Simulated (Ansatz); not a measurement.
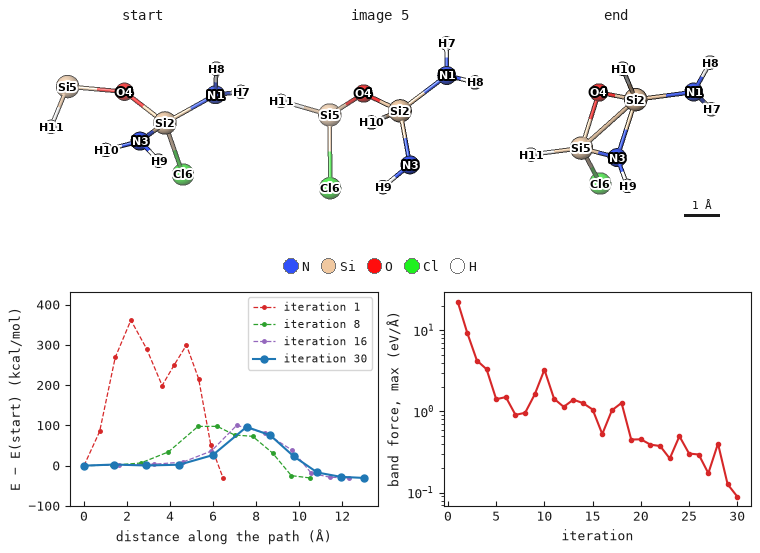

A nudged-elastic-band calculation for Si$_{2}$N$_{2}$H$_{5}$OCl. Images are numbered from 0 (start) to 10 (end). The plot follows the band through its iterations. A ball-and-stick model, seen from a free direction.

The calculation used RKS B3LYP-D4/def2-SVP in Ansatz. Settings: 9 movable images; climbing image; force threshold 0.03 eV/Å; iteration limit 30; spring constant 0.1 eV/Å²; starting path through a guess of the saddle point.

Q: How did the profile develop, and is the result final?

A: The result isn't final. The band hadn't converged when the run stopped after 30 iterations. The largest component of the band force went from 23 to 0.089 eV/Å. The barrier read from it is provisional, though the highest image hardly moved in the last two iterations. The spring constant is far from the usual few eV/Å², which spoils the spacing or the steps. The first iteration put the highest image at 361.5 kcal/mol. The energy climbs by 96.3 kcal/mol to image 5 and then falls by 126.8 kcal/mol, so the end point sits at −30.5 kcal/mol.
